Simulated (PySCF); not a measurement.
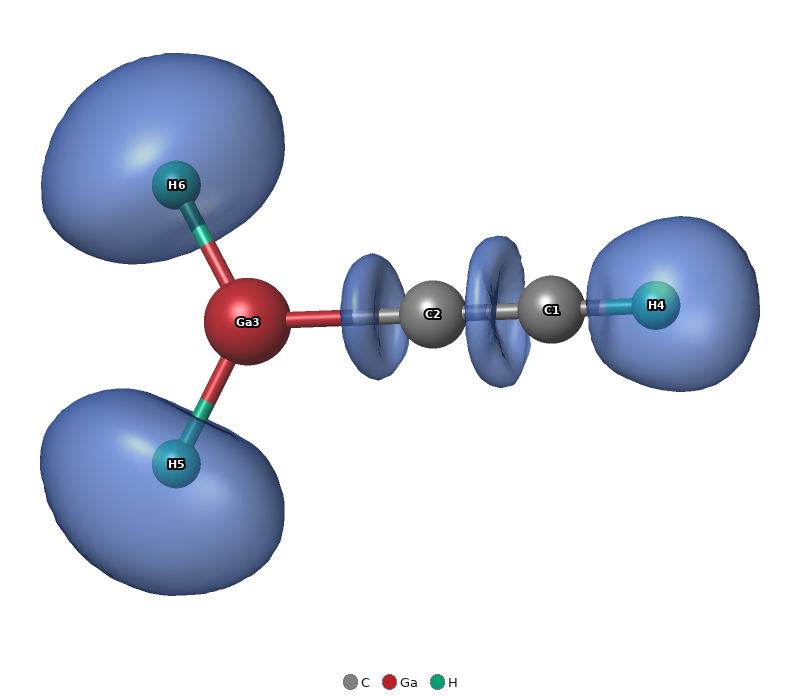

Figure 1: C2H3Ga. Isosurface of the electron localisation function at 0.85 (blue), seen at a tilt. Core shells and regions of very low density are left out.

Geometry: PBE0-D3(BJ)/def2-SVP.

The calculation used DFT single point, gas phase, functional PBE0 in PySCF.

| atom | x (Å) | y (Å) | z (Å) |
| --- | --- | --- | --- |
| C | -1.5754 | 0.2703 | 1.0284 |
| C | -0.5251 | 0.0970 | 0.4308 |
| Ga | 1.1144 | -0.1897 | -0.5191 |
| H | -2.4988 | 0.4252 | 1.5594 |
| H | 1.5910 | 0.9162 | -1.5149 |
| H | 1.9002 | -1.5144 | -0.2552 |

**What do the ELF domains correspond to?**

The ELF exceeds this value in one region between bonded C–C atoms (shared pairs), three regions around hydrogen nuclei and one lobe of the valence shell of C pointing towards Ga (polar bonds).

Values along the shortest contacts:
C–C (1.22 Å): the ELF peaks at about 0.85 between the atoms: a short, multiple covalent bond. C–Ga (1.92 Å): the ELF peaks at about 0.95 in the valence shell of C, 0.7 Å from its nucleus, and is about 0.45 at the midpoint.
